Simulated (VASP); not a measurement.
# ScPbClO2 with BLYP + D4: from relaxation to properties

Aim: relax ScPbClO2, then compute properties on the relaxed cell. The steps: rough relaxation of the start cell, full relaxation (BLYP + D4), single point with fields (BLYP + D4), band structure (BLYP + D4), density of states (BLYP + D4), optical spectrum (BLYP + D4) and bands along the symmetry lines (TB-mBJ). The cell is invented: it takes the structure of a Materials Project entry for BiPbO2F (space group 8 there), with some of its atoms replaced by other elements, volume scaled by an estimate. It may not be a known or stable phase.

Method: BLYP with D4; plane waves and PAW (Pb_d, Sc_sv, Cl, O), in VASP 6.6.1.

**1. The starting structure**

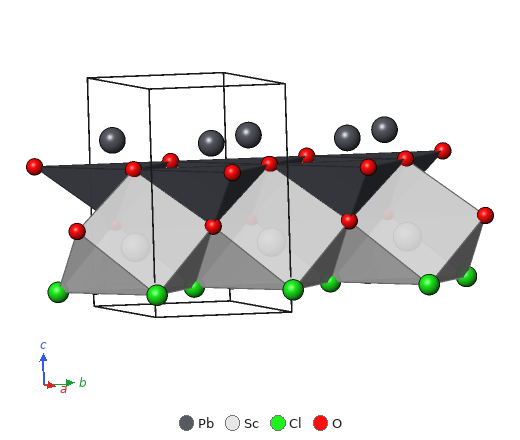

The starting structure, seen slightly off an axis (lead dark grey, scandium white, chlorine green, oxygen red). 1×2×1 cells are drawn. This picture shows the conventional cell, with its axes. Some periodic images of atoms are drawn too.

Coordinates:

```xyz
5
Lattice="3.5428 -2.0509 0.0000 3.5428 2.0509 0.0000 -0.1137 0.0000 6.6621" Properties=species:S:1:pos:R:3 pbc="T T T"
Pb    2.5941    0.0000    4.9632
Sc    4.9394    0.0000    1.9451
Cl    0.2251    0.0000    0.6564
O     2.5825    0.0000    2.5414
O     4.9443    0.0000    4.2129
```

**2. Rough relaxation of the start cell**

The start is only an estimate, so a cheap relaxation brings it near a minimum before any careful run. BLYP comes from molecular chemistry and underbinds dense solids. A dispersion term adds the long-range attraction that semilocal functionals lack. D4 lets the coefficients depend on atomic charges too.

Input file INCAR:

```
SYSTEM = ScPbClO2
PREC = Normal
ENCUT = 520
EDIFF = 1E-05
NELM = 60
ISMEAR = 0
SIGMA = 0.05
LREAL = .FALSE.
ALGO = Fast
GGA = B5
ALDAX = 1
AGGAX = 1
AGGAC = 1
ALDAC = 0
IVDW = 13
VDW_S6 = 1
VDW_S8 = 2.34076671
VDW_A1 = 0.44488865
VDW_A2 = 4.0933009
NBANDS = 28
LORBIT = 11
LWAVE = .FALSE.
LCHARG = .FALSE.
KPAR = 2
IBRION = 2
NSW = 40
ISIF = 3
EDIFFG = -0.04
```

Input file POSCAR:

```
ScPbClO2
1.0
    3.5428120000     -2.0508980000      0.0000000000
    3.5428120000      2.0508980000      0.0000000000
   -0.1137150000      0.0000000000      6.6621200000
Pb Sc Cl O
1 1 1 2
Direct
    0.3780590000      0.3780590000      0.7449910000
    0.7017880000      0.7017880000      0.2919570000
    0.0333440000      0.0333440000      0.0985210000
    0.3705930000      0.3705930000      0.3814710000
    0.7079390000      0.7079390000      0.6323600000
```

Input file KPOINTS:

```
Automatic mesh
0
Gamma
5 5 3
0 0 0
```

The projector-augmented-wave data sets are Pb_d, Sc_sv, Cl and O (PBE family, release 64).

Started as:

```bash
> mpirun -np 2 vasp_std
```

The program printed:

```text
[banner, memory and clock lines left out]
running    2 mpi-ranks, on    1 nodes
 distrk:  each k-point on    1 cores,    2 groups
 distr:  one band on    1 cores,    1 groups

 POSCAR found type information on POSCAR PbScClO
 POSCAR found :  4 types and       5 ions
|                                                                             |
|               ----> ADVICE to this user running VASP <----                  |
|                                                                             |
|     You enforced a specific xc type in the INCAR file but a different       |
|     [... a line on the potential file left out ...]
|     I HOPE YOU KNOW WHAT YOU ARE DOING!                                     |
|                                                                             |

 LDA part: xc-table for (Slater(with rela. corr.)+VWN5), standard interpolation
 POSCAR, INCAR and KPOINTS ok, starting setup
 FFT: planning ... GRIDC
 FFT: planning ... GRID_SOFT
 FFT: planning ... GRID
 WAVECAR not read
 entering main loop
       N       E                     dE             d eps       ncg     rms          rms(c)
DAV:   1     0.613657300142E+03    0.61366E+03   -0.21183E+04  1344   0.169E+03
DAV:   2     0.709346803381E+02   -0.54272E+03   -0.53352E+03  1344   0.511E+02
DAV:   3    -0.327221658040E+02   -0.10366E+03   -0.99582E+02  2052   0.210E+02
DAV:   4    -0.386436855203E+02   -0.59215E+01   -0.59028E+01  2000   0.549E+01
DAV:   5    -0.387929513619E+02   -0.14927E+00   -0.14912E+00  2096   0.829E+00    0.162E+01
RMM:   6    -0.294281536438E+02    0.93648E+01   -0.36598E+01  1774   0.317E+01    0.690E+00
RMM:   7    -0.292157037924E+02    0.21245E+00   -0.41142E+00  1798   0.165E+01    0.344E+00
RMM:   8    -0.292781016681E+02   -0.62398E-01   -0.31446E+00  1784   0.952E+00    0.162E+00
RMM:   9    -0.292927394456E+02   -0.14638E-01   -0.73138E-01  1850   0.664E+00    0.592E-01
RMM:  10    -0.293510066905E+02   -0.58267E-01   -0.65151E-01  1952   0.350E+00    0.308E-01
RMM:  11    -0.293672455319E+02   -0.16239E-01   -0.20479E-01  1885   0.257E+00    0.188E-01
RMM:  12    -0.293873569480E+02   -0.20111E-01   -0.21096E-01  1919   0.146E+00    0.111E-01
RMM:  13    -0.293925900976E+02   -0.52331E-02   -0.67470E-02  1934   0.122E+00    0.734E-02
RMM:  14    -0.294004615677E+02   -0.78715E-02   -0.82569E-02  1782   0.797E-01    0.819E-02
RMM:  15    -0.294021118397E+02   -0.16503E-02   -0.23745E-02  1711   0.669E-01    0.349E-02
RMM:  16    -0.294046920133E+02   -0.25802E-02   -0.27515E-02  1707   0.441E-01    0.515E-02
RMM:  17    -0.294053072716E+02   -0.61526E-03   -0.84329E-03  1777   0.417E-01    0.165E-02
RMM:  18    -0.294067688115E+02   -0.14615E-02   -0.14693E-02  1465   0.277E-01    0.734E-02
RMM:  19    -0.294068759262E+02   -0.10711E-03   -0.30173E-03  1312   0.241E-01    0.409E-02
RMM:  20    -0.294073082149E+02   -0.43229E-03   -0.43666E-03  1225   0.145E-01    0.604E-02
RMM:  21    -0.294073714259E+02   -0.63211E-04   -0.12700E-03  1220   0.136E-01    0.506E-02
RMM:  22    -0.294075578735E+02   -0.18645E-03   -0.17304E-03  1169   0.971E-02    0.660E-02
RMM:  23    -0.294075040176E+02    0.53856E-04   -0.54404E-04  1318   0.106E-01    0.333E-02
RMM:  24    -0.294075502937E+02   -0.46276E-04   -0.63635E-04  1256   0.792E-02    0.264E-02
RMM:  25    -0.294075794422E+02   -0.29149E-04   -0.27847E-04  1144   0.571E-02    0.288E-02
RMM:  26    -0.294075974391E+02   -0.17997E-04   -0.25617E-04  1083   0.446E-02    0.269E-02
RMM:  27    -0.294076070011E+02   -0.95621E-05   -0.13348E-04  1025   0.399E-02    0.262E-02
RMM:  28    -0.294076095862E+02   -0.25851E-05   -0.10981E-04   990   0.326E-02    0.219E-02
RMM:  29    -0.294076099452E+02   -0.35901E-06   -0.64941E-05   984   0.306E-02
   1 F= -.31692224E+02 E0= -.31692224E+02  d E =-.316922E+02
 curvature:   0.00 expect dE= 0.000E+00 dE for cont linesearch  0.000E+00
 trial: gam= 0.00000 g(F)=  0.996E+00 g(S)=  0.311E+00 ort = 0.000E+00 (trialstep = 0.100E+01)
 search vector abs. value=  0.131E+01
 bond charge predicted
       N       E                     dE             d eps       ncg     rms          rms(c)
DAV:   1    -0.306866395795E+02   -0.12790E+01   -0.25595E+02  1992   0.255E+02    0.133E+01
RMM:   2    -0.301991445095E+02    0.48750E+00   -0.26665E+01  1721   0.419E+01    0.489E+00
RMM:   3    -0.301598659619E+02    0.39279E-01   -0.60602E+00  1819   0.240E+01    0.168E+00
RMM:   4    -0.302350836000E+02   -0.75218E-01   -0.12253E+00  1970   0.945E+00    0.163E+00
RMM:   5    -0.302392327265E+02   -0.41491E-02   -0.25543E-01  1998   0.479E+00    0.681E-01
RMM:   6    -0.302479294450E+02   -0.86967E-02   -0.11664E-01  2053   0.224E+00    0.234E-01
RMM:   7    -0.302505147554E+02   -0.25853E-02   -0.37286E-02  2041   0.134E+00    0.159E-01
RMM:   8    -0.302526502746E+02   -0.21355E-02   -0.25185E-02  2049   0.786E-01    0.846E-02
RMM:   9    -0.302534303610E+02   -0.78009E-03   -0.10072E-02  1956   0.563E-01    0.332E-02
RMM:  10    -0.302540592867E+02   -0.62893E-03   -0.73261E-03  1864   0.352E-01    0.362E-02
RMM:  11    -0.302543172114E+02   -0.25792E-03   -0.31820E-03  1714   0.282E-01    0.985E-03
RMM:  12    -0.302545419834E+02   -0.22477E-03   -0.24787E-03  1401   0.177E-01    0.142E-02
RMM:  13    -0.302546398783E+02   -0.97895E-04   -0.12029E-03  1295   0.144E-01    0.101E-02
RMM:  14    -0.302547176251E+02   -0.77747E-04   -0.86336E-04  1231   0.103E-01    0.132E-02
RMM:  15    -0.302547654404E+02   -0.47815E-04   -0.52156E-04  1199   0.832E-02    0.186E-02
RMM:  16    -0.302547880629E+02   -0.22622E-04   -0.31356E-04  1174   0.650E-02    0.121E-02
RMM:  17    -0.302548028310E+02   -0.14768E-04   -0.19480E-04  1164   0.571E-02    0.615E-03
RMM:  18    -0.302548145118E+02   -0.11681E-04   -0.13232E-04  1122   0.470E-02    0.429E-03
RMM:  19    -0.302548223056E+02   -0.77939E-05   -0.87608E-05  1071   0.363E-02
   2 F= -.32680477E+02 E0= -.32680477E+02  d E =-.988253E+00
[... from here on, the cycles between the ionic steps are left out ...]
   3 F= -.32704412E+02 E0= -.32704412E+02  d E =-.101219E+01
   4 F= -.32884893E+02 E0= -.32884893E+02  d E =-.180481E+00
   5 F= -.32982672E+02 E0= -.32982672E+02  d E =-.278261E+00
   6 F= -.33089008E+02 E0= -.33089008E+02  d E =-.106335E+00
   7 F= -.33091849E+02 E0= -.33091849E+02  d E =-.109176E+00
   8 F= -.33115706E+02 E0= -.33115706E+02  d E =-.238571E-01
   9 F= -.33124205E+02 E0= -.33124205E+02  d E =-.323564E-01
  10 F= -.33130255E+02 E0= -.33130255E+02  d E =-.604980E-02
  11 F= -.33130947E+02 E0= -.33130947E+02  d E =-.674127E-02
  12 F= -.33133019E+02 E0= -.33133019E+02  d E =-.207250E-02
 trial-energy change:   -0.002073  1 .order   -0.001958   -0.002958   -0.000958
 step:   1.8123(harm=  2.0170)  dis= 0.01123  next Energy=   -33.133181 (dE=-0.223E-02)
 bond charge predicted
       N       E                     dE             d eps       ncg     rms          rms(c)
DAV:   1    -0.306566897148E+02   -0.37144E-03   -0.11602E-01  1620   0.250E+00    0.969E-02
RMM:   2    -0.306569715589E+02   -0.28184E-03   -0.39025E-03  1629   0.552E-01    0.334E-02
RMM:   3    -0.306569865740E+02   -0.15015E-04   -0.61284E-04  1813   0.240E-01    0.222E-02
RMM:   4    -0.306569866816E+02   -0.10759E-06   -0.16965E-04  1543   0.123E-01    0.127E-02
RMM:   5    -0.306569884810E+02   -0.17994E-05   -0.65976E-05  1155   0.675E-02
  13 F= -.33133275E+02 E0= -.33133275E+02  d E =-.232867E-02
 curvature:  -1.11 expect dE=-0.155E-03 dE for cont linesearch -0.326E-04
 trial: gam=-0.01941 g(F)=  0.106E-03 g(S)=  0.344E-04 ort = 0.279E-03 (trialstep = 0.145E+01)
 search vector abs. value=  0.130E-03
 reached required accuracy - stopping structural energy minimisation
```

Wall time 2.4 min (2 MPI ranks of Intel Xeon 6975P-C (Granite Rapids), shared host); peak memory 0.41 GiB.

Lines that name or quote the potential files are left out of all logs, and their timing lines are given in words.

Parts of OUTCAR (step 2):

```text
ion  position               nearest neighbor table
   1  0.378  0.378  0.745-   4 2.42   5 2.47   5 2.49   5 2.49   3 3.30   3 3.30
   2  0.702  0.702  0.292-   5 2.27   4 2.43   4 2.44   4 2.44   3 2.69   3 2.69   3 2.70
   3  0.033  0.033  0.099-   2 2.69   2 2.69   2 2.70   1 3.30   1 3.30
   4  0.371  0.371  0.381-   1 2.42   2 2.43   2 2.44   2 2.44
   5  0.708  0.708  0.632-   2 2.27   1 2.47   1 2.49   1 2.49

  LATTYP: Found a base centered monoclinic cell.
 ALAT       =     7.0856240000
 B/A-ratio  =     0.5788898762
 C/A-ratio  =     0.9403674855
 COS(beta)  =    -0.0170664050

 Subroutine GETGRP returns: Found  2 space group operations
 (whereof  2 operations were pure point group operations)

The static configuration has the point symmetry C_1h.

 Found     24 irreducible k-points:

   k-points           NKPTS =     24   k-points in BZ     NKDIM =     24   number of bands    NBANDS=     28

   dimension x,y,z NGX =    24 NGY =   24 NGZ =   40
   dimension x,y,z NGXF=    48 NGYF=   48 NGZF=   80

   ENCUT  =  520.0 eV  38.22 Ry    6.18 a.u.   7.61  7.61 12.39*2*pi/ulx,y,z

   NELECT =      44.0000    total number of electrons

 k-points in reciprocal lattice and weights: Automatic mesh
   0.00000000  0.00000000  0.00000000       0.013
   0.20000000 -0.00000000  0.00000000       0.053
   0.40000000  0.00000000 -0.00000000       0.053
   0.20000000  0.20000000  0.00000000       0.027
   0.40000000  0.20000000  0.00000000       0.053
  -0.40000000  0.20000000  0.00000000       0.053
  -0.20000000  0.20000000  0.00000000       0.027
   0.40000000  0.40000000 -0.00000000       0.027
  -0.40000000  0.40000000  0.00000000       0.027
[...]
-0.20000000 -0.40000000  0.33333333       0.053
  -0.20000000 -0.20000000  0.33333333       0.027

 average (electrostatic) potential at core
       1 -92.3474       2 -45.8734       3 -90.0125       4 -69.4115       5 -70.0616

 E-fermi :   4.4161

 k-point     1 :       0.0000    0.0000    0.0000
  band No.  band energies     occupation
    ...
     18       2.2230      2.00000
     19       2.2312      2.00000
     20       2.9211      2.00000
     21       2.9330      2.00000
     22       3.5362      2.00000
     23       7.8834      0.00000
     24       8.1748      0.00000
     25       8.1955      0.00000
     26       8.8737      0.00000
     27      10.4152      0.00000
    ...

 k-point     2 :       0.2000   -0.0000    0.0000
  band No.  band energies     occupation
    ...
     18       1.9578      2.00000
     19       2.1335      2.00000
     20       2.7536      2.00000
     21       3.3701      2.00000
     22       3.6038      2.00000
     23       8.0901      0.00000
     24       8.2610      0.00000
     25       8.5925      0.00000
     26       8.9895      0.00000
     27       9.4851      0.00000
    ...

 k-point     3 :       0.4000    0.0000   -0.0000
  band No.  band energies     occupation
    ...
     18       2.1685      2.00000
     19       2.2174      2.00000
     20       2.6321      2.00000
     21       3.1374      2.00000
     22       3.5566      2.00000
     23       7.2358      0.00000
     24       8.2073      0.00000
     25       8.3394      0.00000
     26       8.8673      0.00000
     27       9.2709      0.00000
    ...

  DFT-D4 for vdW energy calculation

  Edisp (eV):   -2.47629

  Total       0.02775    -0.02587     0.04457     0.00000     0.00000    -0.00832
  in kB       0.50995    -0.47537     0.81906     0.00000     0.00000    -0.15297
  external pressure =        0.28 kB  Pullay stress =        0.00 kB

  energy-cutoff  :      520.00
  volume of cell :       87.18
      direct lattice vectors                 reciprocal lattice vectors
     3.161125445 -1.837699060  0.020892638     0.158162195 -0.272079369  0.001410040
     3.161125445  1.837699060  0.020892638     0.158162195  0.272079369  0.001410040
    -0.066890413  0.000000000  7.503003639    -0.000880827  0.000000000  0.133272104

 POSITION                                       TOTAL-FORCE (eV/Angst)
 -----------------------------------------------------------------------------------
      2.31106      0.00000      5.58500        -0.005733      0.000000      0.002937
      4.43155      0.00000      2.55698        -0.000959      0.000000     -0.007441
      0.22010      0.00000      0.62859         0.006983      0.000000      0.002033
      2.31935      0.00000      2.82596         0.015189      0.000000     -0.026758
      4.43080      0.00000      4.62126        -0.015480      0.000000      0.029229
 -----------------------------------------------------------------------------------
    total drift:                                0.001878     -0.000000     -0.028987

  FREE ENERGIE OF THE ION-ELECTRON SYSTEM (eV)
  ---------------------------------------------------
  free  energy   TOTEN  =       -33.1332752215 eV

  energy  without entropy=      -33.1332752215  energy(sigma->0) =      -33.13327522

 reached required accuracy - stopping structural energy minimisation

 total charge
# of ion       s       p       d       tot
------------------------------------------
    1        1.474   0.517   9.873  11.864
    2        2.184   6.172   0.992   9.348
    3        1.614   3.566   0.000   5.180
    4        1.555   3.469   0.000   5.023
    5        1.575   3.439   0.000   5.014
--------------------------------------------------
tot          8.402  17.162  10.864  36.429

[... 3 further parts left out ...]
```

CONTCAR:

```
ScPbClO2
   1.00000000000000
     3.1611254454470394   -1.8376990599223704    0.0208926381390570
     3.1611254454470394    1.8376990599223704    0.0208926381390570
    -0.0668904131868270    0.0000000000000000    7.5030036386944605
  Pb              Sc              Cl              O
     1     1     1     2
Direct
     0.3733973900457296    0.3733973900457296    0.7422892506463503
     0.7045092202281372    0.7045092202281372    0.3368700742912146
     0.0356981716235424    0.0356981716235424    0.0835798142576135
     0.3708177631250797    0.3708177631250797    0.3745789757922832
     0.7073004549775144    0.7073004549775144    0.6119818850125278
```

The gap is read on the k-mesh alone, so it is an upper bound where the band edges lie off the mesh. This relaxation is a rough one on cheap settings, only to bring the start near its minimum. The PAW data sets were made with PBE, which is usual practice but a small mismatch for other functionals. After so large a change of volume the plane waves of the start cell no longer fit, so the final stress carries a basis-set error. The run keeps the 2 symmetry operations of its start, so it cannot find a distortion of lower symmetry.

The steps of the relaxation:

```
step  energy less that of the first step (eV)  largest force (eV/Å)  pressure (GPa)  volume (Å³)
   1                                   0.0000                3.9196           -5.15        96.81
   2                                  -0.9883                1.0408           -0.72        88.34
   3                                  -1.0122                0.7230            1.19        87.19
   4                                  -1.1927                0.4907            0.71        87.58
   5                                  -1.2904                0.9965            0.99        87.86
   6                                  -1.3968                0.5222           -2.04        89.95
   7                                  -1.3996                0.4406           -2.43        90.24
   8                                  -1.4235                0.4613            1.24        86.47
   9                                  -1.4320                0.2499           -0.05        87.71
  10                                  -1.4380                0.1456            0.04        87.24
  11                                  -1.4387                0.1518            0.11        87.06
  12                                  -1.4408                0.0554            0.05        87.15
  13                                  -1.4411                0.0331            0.03        87.18
```

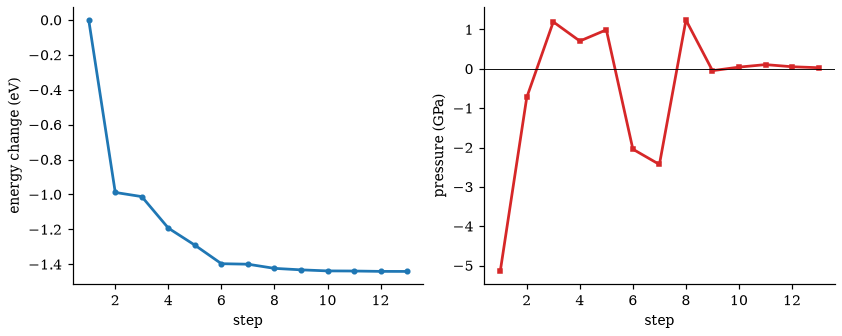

Energy and pressure along the relaxation.

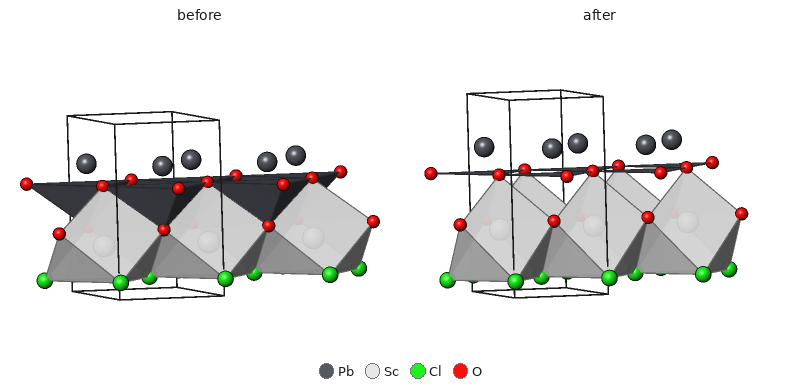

Before and after, at one scale.

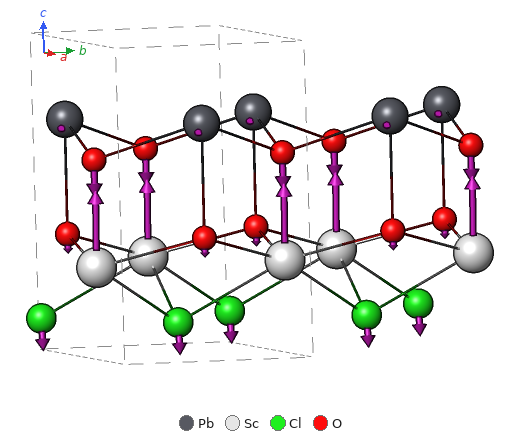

Displacements in the relaxation, exaggerated, measured against the changing cell; the longest in the cell stands for 0.34 Å. 1×2×1 conventional cells are drawn. Some periodic images of atoms are drawn too.

```csv
cell as run,before,after,change
a (Å),4.094,3.657,-10.7 %
b (Å),4.094,3.657,-10.7 %
c (Å),6.663,7.503,+12.6 %
α (°),90.85,90.11,-0.8 %
β (°),90.85,90.11,-0.8 %
γ (°),60.13,60.34,+0.3 %
volume (Å³/atom),19.36,17.44,-10.0 %
```

The atoms that moved most (Å, as changes of fractional coordinates times the final cell):

```csv
atom,dx,dy,dz,length
Sc2,0.014,0.000,0.337,0.337
O5,-0.003,0.000,-0.153,0.153
Cl3,0.016,0.000,-0.112,0.113
O4,0.002,0.000,-0.052,0.052
Pb1,-0.029,0.000,-0.020,0.036
```

The relaxed structure:

```cif
data_structure
_symmetry_space_group_name_H-M 'P 1'
_symmetry_Int_Tables_number 1
_cell_length_a 3.6565
_cell_length_b 3.6565
_cell_length_c 7.5033
_cell_angle_alpha 90.114
_cell_angle_beta 90.114
_cell_angle_gamma 60.341
_cell_volume 87.18
loop_
_atom_site_label
_atom_site_type_symbol
_atom_site_fract_x
_atom_site_fract_y
_atom_site_fract_z
_atom_site_occupancy
Pb1 Pb 0.37340 0.37340 0.74229 1
Sc2 Sc 0.70451 0.70451 0.33687 1
Cl3 Cl 0.03570 0.03570 0.08358 1
O4 O 0.37082 0.37082 0.37458 1
O5 O 0.70730 0.70730 0.61198 1
```

A gap read on the k-mesh alone can miss the band edges.

This step gave:

```yaml
electrons: 44
bands: 28
irreducible_k_points: 24
symmetry_operations: 2
free_energy_toten: -33.13 eV
fermi_energy: 4.416 eV
pressure: 0.02845 GPa
metallic: no
valence_top_at_k: 0, 0, 0.3333
conduction_bottom_at_k: 0.4, 0.4, 0.3333
least_direct_gap_at_k: -0.4, 0.2, 0.3333
scf_cycles_over_all_ionic_steps: 184
gap_on_the_k_mesh: 3.085 eV
least_direct_gap_on_the_k_mesh: 3.227 eV
```

It ends with a largest force of 0.033 eV/Å and a pressure of 0.03 GPa.

[end of part 1 of 4]

[Lines on the potential files, build, host, timing and source positions are cut from VASP's logs without a mark.]

[Logs are printed without paths, hosts, clocks, repeated set-up lines and the standing remarks that a program may print on its own settings, such as how far it seeks lower states.]

[Hosts, paths, dates, database ids (printed as entryN), source tags and the programs' standing remarks are cut or masked in the printed files.]

[A measured line is paired with the nearest computed mode of its activity, which favours agreement.]
